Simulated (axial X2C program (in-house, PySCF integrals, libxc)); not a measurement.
# All-electron X2C curves of Ca₂

Aim: find the lowest determinant of Ca₂, scan the bond at several levels and fit the constants, once spin-free and once with spin–orbit coupling.

Computed with an in-house X2C program for linear molecules on PySCF integrals. Level: all-electron X2C, Ca dyall-cv3z.

All values are calculated.

## (1) Set-up

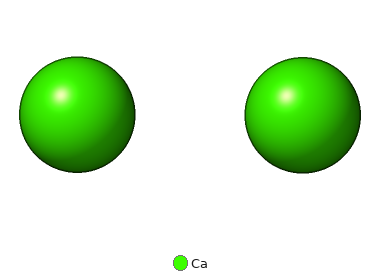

The two atoms at 3.420 Å (calcium green).

Contents of task.json:

```json
{"zs": [20, 20], "q": 0, "bas": ["dyall-cv3z", "dyall-cv3z"], "levels": ["PBE0", "HF", "PW91"], "cc": true, "r0": 3.42, "thr": -1.0, "nmax": 90, "npts": 10, "nst": 2, "ntry": 6}
```

Keys: zs atomic numbers; q charge; bas basis sets; levels methods (HF also brings MP2); cc coupled cluster on or off; r0 starting distance in Å; thr threshold in hartree for freezing inner shells (an s shell follows its p shell); nmax most natural virtual spinors; npts points asked for on the curve; nst determinants followed; ntry starts of the search.

On the command line:

```console
python so2c.py task.json out
```

Spin-free means the one-electron spin-free X2C Hamiltonian; two-component (2c) means X2C with spin–orbit coupling and atomic mean-field two-electron Coulomb and Gaunt terms. Basis: Ca dyall-cv3z contracted to [11s12p6d4f]; Gaussian nuclei, density fitting. Masses: Ca 39.963 u.

Notation: σ, π±, δ± give the projection m of an orbital's angular momentum (0, ±1, ±2), α and β its spin, Λ and M_S the sums; ω is the projection of a spinor's total angular momentum and Ω the sum. Logs are in hartree.

The results follow Hamiltonian by Hamiltonian and level by level.

## (2) Which state to follow

PBE0 moves the distance from 3.420 Å to 4.233 Å and compares determinants there.

Spin-free determinants:

```
ΔE (eV)           state                     open shells
   0.00  M_S = 0, Λ = 0                    closed shell
   0.98  M_S = 1, Λ = 0    beyond closed shells: 2 × σα
   1.13  M_S = 1, Λ = 1   beyond closed shells: σα, π+α
   1.17  M_S = 0, Λ = 1   beyond closed shells: σα, π+β
   2.01  M_S = 1, Λ = 2   beyond closed shells: σα, δ+α
   2.23  M_S = 0, Λ = 2   beyond closed shells: σα, δ+β
   2.77  M_S = 1, Λ = 0  beyond closed shells: π+α, π-α
```

Two-component determinants:

| ΔE (eV) | state | open shells |
| --- | --- | --- |
| 0.00 | Ω = 0 | closed shell |
| 0.98 | Ω = 1 | excess of +ω over −ω: 2 × ω = 1/2 |
| 1.13 | Ω = 2 | excess of +ω over −ω: ω = 1/2, ω = 3/2 |
| 1.18 | Ω = 1 | excess of +ω over −ω: ω = -1/2, ω = 3/2 |
| 2.01 | Ω = 3 | excess of +ω over −ω: ω = 1/2, ω = 5/2 |
| 2.23 | Ω = 2 | excess of +ω over −ω: ω = -1/2, ω = 5/2 |

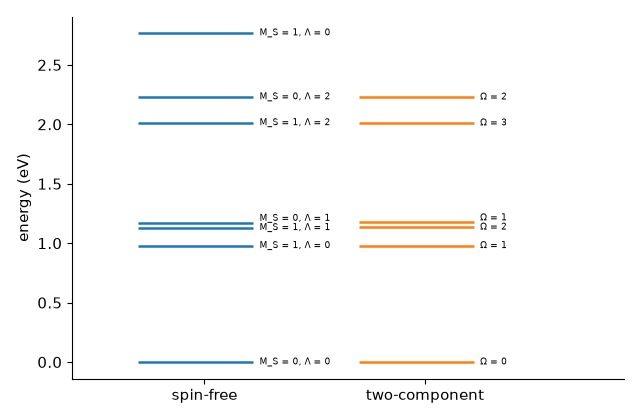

The determinants found, each set from its own lowest.

## (3) PBE0, spin-free

State followed: M_S = 0, Λ = 0 (closed shell). The scan is laid around 4.233 Å, a first estimate of the minimum, and this SCF restarts from the orbitals of the search.

Output at 4.233 Å:

```text
spin-free X2C-1e  PBE0
basis functions 210  fitting functions 684  grid points 5810
iter        total energy     max residual
   1      -1360.578589030     5.18e-05
   2      -1360.578589050     2.12e-05
   3      -1360.578589053     2.37e-06
converged
one-electron -1961.67924952  Coulomb 623.31754427  exact exchange -17.72468554  xc functional -54.49713196  nuclear repulsion 50.00493370
```

Along the bond, energies from the lowest point:

```tsv
R (Å)	E (eV)	HOMO (eV)	LUMO (eV)	iterations
3.683	0.1089	-3.62	-1.65	11
3.852	0.0432	-3.67	-1.57	9
3.979	0.0162	-3.71	-1.52	9
4.106	0.0031	-3.75	-1.48	8
4.233	0.0000	-3.78	-1.48	3
4.381	0.0052	-3.83	-1.49	8
4.529	0.0167	-3.87	-1.48	7
4.720	0.0365	-3.92	-1.48	7
4.953	0.0637	-3.98	-1.47	7
5.291	0.1019	-4.06	-1.44	7
```

Outer orbitals at the reference distance:

```json
{"symmetry": "π-α", "occupied": "yes", "ε (eV)": "-30.32", "atomic character": "100% Ca p"}
{"symmetry": "π+α", "occupied": "yes", "ε (eV)": "-30.32", "atomic character": "100% Ca p"}
{"symmetry": "π-α", "occupied": "yes", "ε (eV)": "-30.32", "atomic character": "100% Ca p"}
{"symmetry": "π+α", "occupied": "yes", "ε (eV)": "-30.32", "atomic character": "100% Ca p"}
{"symmetry": "σα", "occupied": "yes", "ε (eV)": "-30.29", "atomic character": "100% Ca p"}
{"symmetry": "σα", "occupied": "yes", "ε (eV)": "-30.28", "atomic character": "100% Ca p"}
{"symmetry": "σα", "occupied": "yes", "ε (eV)": "-5.05", "atomic character": "88% Ca s, 9% Ca p"}
{"symmetry": "σα", "occupied": "yes", "ε (eV)": "-3.78", "atomic character": "74% Ca s, 23% Ca p"}
{"symmetry": "σα", "occupied": "no", "ε (eV)": "-1.48", "atomic character": "76% Ca p, 13% Ca s, 11% Ca d"}
{"symmetry": "π-α", "occupied": "no", "ε (eV)": "-1.43", "atomic character": "86% Ca p, 14% Ca d"}
{"symmetry": "π+α", "occupied": "no", "ε (eV)": "-1.43", "atomic character": "86% Ca p, 14% Ca d"}
{"symmetry": "π-α", "occupied": "no", "ε (eV)": "-0.72", "atomic character": "78% Ca p, 22% Ca d"}
```

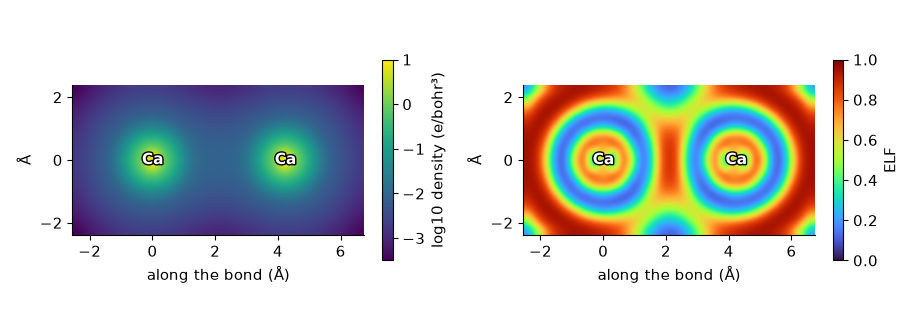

PBE0 fields in a plane through the axis, from a grid of 0.3 Å; Ca lies at z = 0 and Ca at z = 4.233 Å; the ELF is damped to zero where the density is low.

Re = 4.217 Å, ωe = 79.0 cm⁻¹, ωexe = 0.791 cm⁻¹, Be = 0.04743 cm⁻¹, De = 0.203 eV.

## (4) HF, spin-free

The SCF at the reference distance of 4.233 Å:

```text
spin-free X2C-1e  HF
basis functions 210  fitting functions 684  grid points 5810
iter        total energy     max residual
   1      -1359.255513720     1.71e-01
   2      -1359.269485178     5.91e-03
   3      -1359.269828582     2.94e-03
   4      -1359.269850272     5.16e-04
   5      -1359.269851776     1.18e-04
   6      -1359.269851942     5.98e-05
   7      -1359.269851973     1.24e-05
   8      -1359.269851976     3.48e-06
   9      -1359.269851976     1.64e-06
converged
one-electron -1960.72392566  Coulomb 622.36236256  exact exchange -70.91322258  xc functional 0.00000000  nuclear repulsion 50.00493370
```

No constants are quoted: the lowest point is the long end of the scan.

## (5) PW91, spin-free

The SCF at the reference distance of 4.233 Å:

```text
spin-free X2C-1e  PW91
basis functions 210  fitting functions 684  grid points 5810
iter        total energy     max residual
   1      -1360.950755628     6.36e-02
   2      -1360.953563209     1.50e-03
   3      -1360.953609320     1.88e-03
   4      -1360.953632180     3.05e-04
   5      -1360.953632236     3.58e-04
   6      -1360.953634180     2.31e-05
   7      -1360.953634199     4.80e-06
   8      -1360.953634200     1.23e-06
converged
one-electron -1962.02432382  Coulomb 623.67057102  exact exchange 0.00000000  xc functional -72.60481510  nuclear repulsion 50.00493370
```

Re = 4.108 Å, ωe = 88.1 cm⁻¹, ωexe = 0.764 cm⁻¹, Be = 0.04999 cm⁻¹, De = 0.263 eV.

## (6) MP2 and beyond, spin-free

Correlated methods: 4 electrons correlated (frozen shells, counted by type: Ca 3 s, 2 p), 304 virtual spinors in MP2, 88 natural virtuals in coupled cluster.

Output of the correlated part at 4.233 Å:

```text
correlated 4  virtual 304  natural virtual 88  E(MP2) -0.047160550  MP2 remainder -0.000868672
iter   CCSD correlation   residual
   1     -0.055591021   1.65e-01
   2     -0.061034539   8.01e-02
   3     -0.061786894   2.59e-02
   4     -0.062053164   1.14e-02
   5     -0.062061968   3.47e-03
   6     -0.062050892   1.44e-03
   7     -0.062057225   7.07e-04
   8     -0.062057160   2.71e-04
   9     -0.062056233   9.47e-05
  10     -0.062056282   3.28e-05
  11     -0.062056437   1.33e-05
  12     -0.062056573   5.09e-06
  13     -0.062056605   2.17e-06
  14     -0.062056604   8.65e-07
(T) -0.002213099  T1 0.0266  D1 0.0282  max T2 0.163
```

T1 in the output is the amplitude norm over the root of the electron number; divide by √2 for the Lee–Taylor value.

MP2: Re = 4.572 Å, ωe = 51.8 cm⁻¹, Be = 0.04035 cm⁻¹, De = 0.090 eV.

CCSD: No constants are quoted: too few points lie around the minimum for a second fit to confirm the first.

CCSD(T): No constants are quoted: too few points lie around the minimum for a second fit to confirm the first.

## (7) A higher determinant, spin-free

State: M_S = 1, Λ = 0 (beyond closed shells: 2 × σα).

Output at the reference distance:

```text
spin-free X2C-1e  PBE0
basis functions 210  fitting functions 684  grid points 5810
iter        total energy     max residual
   1      -1360.542610107     1.52e-05
   2      -1360.542610116     1.35e-05
converged
one-electron -1961.53779840  Coulomb 623.23657994  exact exchange -17.73375400  xc functional -54.51257136  nuclear repulsion 50.00493370
```

```tsv
R (Å)	E above the lowest PBE0 point (eV)
3.683	0.906
3.852	0.893
3.979	0.908
4.106	0.938
4.233	0.979
4.381	1.038
4.529	1.104
4.720	1.195
4.953	1.309
```

Re = 3.820 Å, ωe = 134.3 cm⁻¹, Be = 0.05782 cm⁻¹. Te = 0.89 eV.

## (8) The spin-free curves together

Energy (eV) of the followed determinant, spin-free, from each level's lowest point:

```tsv
R (Å)	PBE0	HF	MP2	CCSD	CCSD(T)	PW91
3.683	0.109	0.354	0.207	n/a	n/a	0.077
3.852	0.043	0.236	0.112	0.108	0.082	0.024
3.979	0.016	0.172	0.066	0.064	0.043	0.005
4.106	0.003	0.125	0.035	0.035	0.019	0.000
4.233	0.000	0.090	0.016	0.016	0.006	0.004
4.381	0.005	0.060	0.004	0.005	0.000	0.017
4.529	0.017	0.039	0.000	0.000	0.001	0.035
4.720	0.036	0.022	0.002	0.000	0.008	0.062
4.953	0.064	0.009	0.009	n/a	n/a	0.096
5.291	0.102	0.000	0.025	n/a	n/a	0.142
```

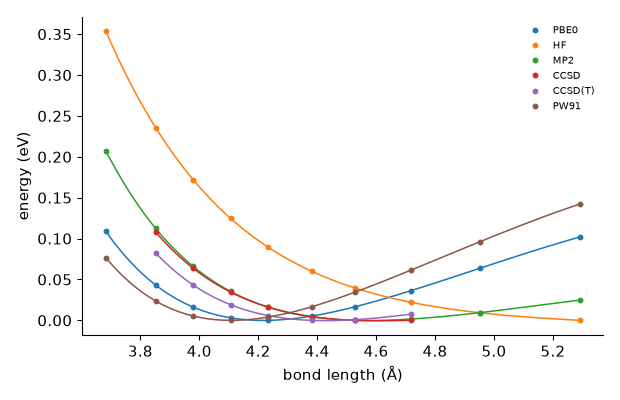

Curves of the followed state, spin-free, each from its own lowest point.

## (9) PBE0, 2c

State followed: Ω = 0 (closed shell). The scan is laid around 4.233 Å, a first estimate of the minimum, and this SCF restarts from the orbitals of the search.

The SCF at the reference distance of 4.233 Å:

```text
two-component X2C + atomic mean field  PBE0
basis functions 210  fitting functions 684  grid points 5810
iter        total energy     max residual
   1      -1360.309312012     3.75e-05
   2      -1360.309312028     2.39e-05
   3      -1360.309312031     3.99e-06
converged
one-electron -1960.98042155  Coulomb 623.14118263  exact exchange -17.71970794  xc functional -54.48166546  nuclear repulsion 50.00493370  atomic mean-field constant -0.27363341
```

Along the bond, energies from the lowest point:

```tsv
R (Å)	E (eV)	HOMO (eV)	LUMO (eV)	iterations
3.683	0.1090	-3.62	-1.65	11
3.852	0.0432	-3.67	-1.57	9
3.979	0.0163	-3.71	-1.52	9
4.106	0.0031	-3.75	-1.48	8
4.233	0.0000	-3.78	-1.48	3
4.381	0.0052	-3.83	-1.49	8
4.529	0.0167	-3.87	-1.48	7
4.720	0.0365	-3.92	-1.48	7
4.953	0.0637	-3.98	-1.47	7
5.291	0.1018	-4.06	-1.44	7
```

Outer spinors at the reference distance:

```
  ω  occupied  ε (eV)              atomic character     λ mixture
1/2       yes  -30.55                     100% Ca p  70% π, 30% σ
1/2       yes  -30.54                     100% Ca p  72% π, 28% σ
3/2       yes  -30.19                     100% Ca p        100% π
3/2       yes  -30.19                     100% Ca p        100% π
1/2       yes  -30.17                     100% Ca p  70% σ, 30% π
1/2       yes  -30.16                     100% Ca p  72% σ, 28% π
1/2       yes   -5.05             88% Ca s, 9% Ca p        100% σ
1/2       yes   -3.78            74% Ca s, 23% Ca p        100% σ
1/2        no   -1.48  76% Ca p, 13% Ca s, 11% Ca d        100% σ
1/2        no   -1.44            86% Ca p, 14% Ca d        100% π
3/2        no   -1.43            86% Ca p, 14% Ca d        100% π
1/2        no   -0.73            78% Ca p, 22% Ca d        100% π
```

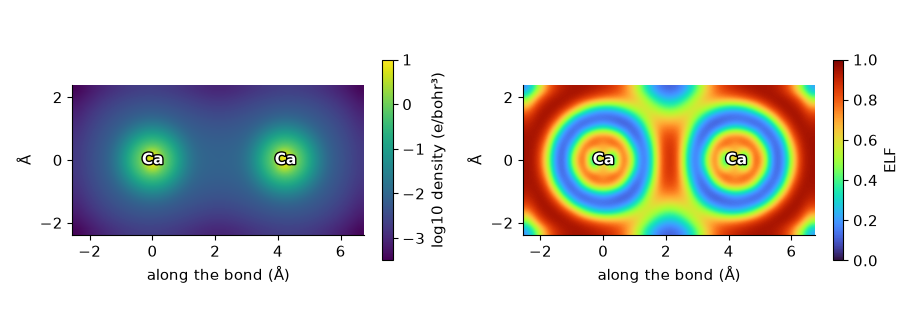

PBE0 fields in a plane through the axis, from a grid of 0.3 Å; Ca lies at z = 0 and Ca at z = 4.233 Å; the ELF is damped to zero where the density is low.

Re = 4.218 Å, ωe = 79.0 cm⁻¹, ωexe = 0.791 cm⁻¹, Be = 0.04743 cm⁻¹, De = 0.203 eV.

## (10) HF, 2c

The SCF at the reference distance of 4.233 Å:

```text
two-component X2C + atomic mean field  HF
basis functions 210  fitting functions 684  grid points 5810
iter        total energy     max residual
   1      -1358.986770406     1.71e-01
   2      -1359.000741278     5.90e-03
   3      -1359.001085136     2.94e-03
   4      -1359.001106853     5.16e-04
   5      -1359.001108356     1.18e-04
   6      -1359.001108522     5.97e-05
   7      -1359.001108553     1.23e-05
   8      -1359.001108555     3.52e-06
   9      -1359.001108556     1.70e-06
converged
one-electron -1960.02476956  Coulomb 622.18566049  exact exchange -70.89329978  xc functional 0.00000000  nuclear repulsion 50.00493370  atomic mean-field constant -0.27363341
```

No constants are quoted: the lowest point is the long end of the scan.

## (11) PW91, 2c

The SCF at the reference distance of 4.233 Å:

```text
two-component X2C + atomic mean field  PW91
basis functions 210  fitting functions 684  grid points 5810
iter        total energy     max residual
   1      -1360.681098612     6.36e-02
   2      -1360.683906882     1.50e-03
   3      -1360.683953319     1.88e-03
   4      -1360.683976273     2.60e-04
   5      -1360.683976339     3.01e-04
   6      -1360.683978308     2.26e-05
   7      -1360.683978327     4.72e-06
   8      -1360.683978329     1.21e-06
converged
one-electron -1961.32579054  Coulomb 623.49449550  exact exchange 0.00000000  xc functional -72.58398358  nuclear repulsion 50.00493370  atomic mean-field constant -0.27363341
```

Re = 4.108 Å, ωe = 88.1 cm⁻¹, ωexe = 0.764 cm⁻¹, Be = 0.04999 cm⁻¹, De = 0.263 eV.

## (12) MP2 and beyond, 2c

Correlated methods: 4 electrons correlated (frozen shells, counted by type: Ca 3 s, 2 p), 304 virtual spinors in MP2, 90 natural virtuals in coupled cluster.

Output of the correlated part at 4.233 Å:

```text
correlated 4  virtual 304  natural virtual 90  E(MP2) -0.047153599  MP2 remainder -0.000799454
iter   CCSD correlation   residual
   1     -0.055585184   1.65e-01
   2     -0.061048656   8.02e-02
   3     -0.061793381   2.58e-02
   4     -0.062056033   1.14e-02
   5     -0.062064911   3.45e-03
   6     -0.062053893   1.44e-03
   7     -0.062060490   7.00e-04
   8     -0.062060234   2.71e-04
   9     -0.062059352   9.29e-05
  10     -0.062059382   3.30e-05
  11     -0.062059544   1.34e-05
  12     -0.062059685   5.17e-06
  13     -0.062059718   2.25e-06
  14     -0.062059717   9.52e-07
(T) -0.002215812  T1 0.0266  D1 0.0282  max T2 0.163
```

MP2: Re = 4.573 Å, ωe = 51.8 cm⁻¹, Be = 0.04034 cm⁻¹, De = 0.090 eV.

CCSD: No constants are quoted: too few points lie around the minimum for a second fit to confirm the first.

CCSD(T): No constants are quoted: too few points lie around the minimum for a second fit to confirm the first.

## (13) A higher determinant, 2c

State: Ω = 1 (excess of +ω over −ω: 2 × ω = 1/2).

Output at the reference distance:

```text
two-component X2C + atomic mean field  PBE0
basis functions 210  fitting functions 684  grid points 5810
iter        total energy     max residual
   1      -1360.273325791     4.45e-05
   2      -1360.273325827     2.57e-05
   3      -1360.273325860     4.28e-05
   4      -1360.273325864     6.90e-06
converged
one-electron -1960.84352768  Coulomb 623.06491796  exact exchange -17.72878468  xc functional -54.49723176  nuclear repulsion 50.00493370  atomic mean-field constant -0.27363341
```

```tsv
R (Å)	E above the lowest PBE0 point (eV)
3.683	0.906
3.852	0.893
3.979	0.908
4.106	0.938
4.233	0.979
4.381	1.038
4.529	1.104
4.720	1.195
4.953	1.309
```

Re = 3.819 Å, ωe = 134.2 cm⁻¹, Be = 0.05783 cm⁻¹. Te = 0.89 eV.

## (14) The 2c curves together

Energy (eV) of the followed determinant, 2c, from each level's lowest point:

```tsv
R (Å)	PBE0	HF	MP2	CCSD	CCSD(T)	PW91
3.683	0.109	0.354	0.208	n/a	n/a	0.077
3.852	0.043	0.236	0.113	0.108	0.083	0.024
3.979	0.016	0.172	0.066	0.064	0.043	0.005
4.106	0.003	0.125	0.035	0.035	0.019	0.000
4.233	0.000	0.090	0.016	0.016	0.006	0.004
4.381	0.005	0.060	0.004	0.005	0.000	0.017
4.529	0.017	0.040	0.000	0.000	0.001	0.035
4.720	0.036	0.022	0.002	0.000	0.008	0.062
4.953	0.064	0.009	0.009	n/a	n/a	0.096
5.291	0.102	0.000	0.025	n/a	n/a	0.142
```

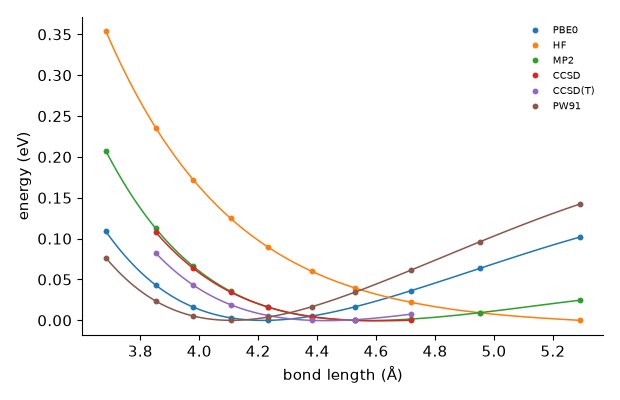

Curves of the followed state, 2c, each from its own lowest point.

The whole job took 60 s on 1 thread of INTEL XEON PLATINUM 8581C at 2.30GHz (Emerald Rapids), shared host; peak memory 0.44 GiB.

## (15) Constants

Lowest determinant that the search found at its distance, spin-free: M_S = 0, Λ = 0 (closed shell).

Lowest determinant that the search found at its distance, 2c: Ω = 0 (closed shell).

```
Hamiltonian  level  Re (Å)  ωe (cm⁻¹)  De (eV)
  spin-free   PBE0   4.217       79.0    0.203
  spin-free    MP2   4.572       51.8    0.090
  spin-free   PW91   4.108       88.1    0.263
         2c   PBE0   4.218       79.0    0.203
         2c    MP2   4.573       51.8    0.090
         2c   PW91   4.108       88.1    0.263
```

No constants: spin-free HF (the lowest point is the long end of the scan); spin-free CCSD (too few points lie around the minimum for a second fit to confirm the first); spin-free CCSD(T) (too few points lie around the minimum for a second fit to confirm the first); 2c HF (the lowest point is the long end of the scan); 2c CCSD (too few points lie around the minimum for a second fit to confirm the first); 2c CCSD(T) (too few points lie around the minimum for a second fit to confirm the first).

Time per point (s) on 1 thread of INTEL XEON PLATINUM 8581C at 2.30GHz (Emerald Rapids), shared host (2c runs); the times are rough: PBE0 0.37, MP2 0.17, PW91 0.33.

What this shows: At MP2, going from spin-free to two-component changes Re by +1 mÅ, ωe by -0.1 %, which is small (part of it comes from the scalar share of the two-electron terms). It costs about 1.6 times the time. De moves by 0.00 eV; both De rest on single-determinant atoms, which can miss part of an open shell's spin–orbit lowering.

De refers to Ca + Ca, each in the lowest determinant found, which need not be this curve's own limit. The state is a single determinant with fixed occupations, the lowest that a limited PBE0 search found. The closed shell is kept restricted; where the fragments are open shells, the energy then runs too high at long range. De is counted from the lowest determinant-based energies of the atoms at the same level, without counterpoise correction.
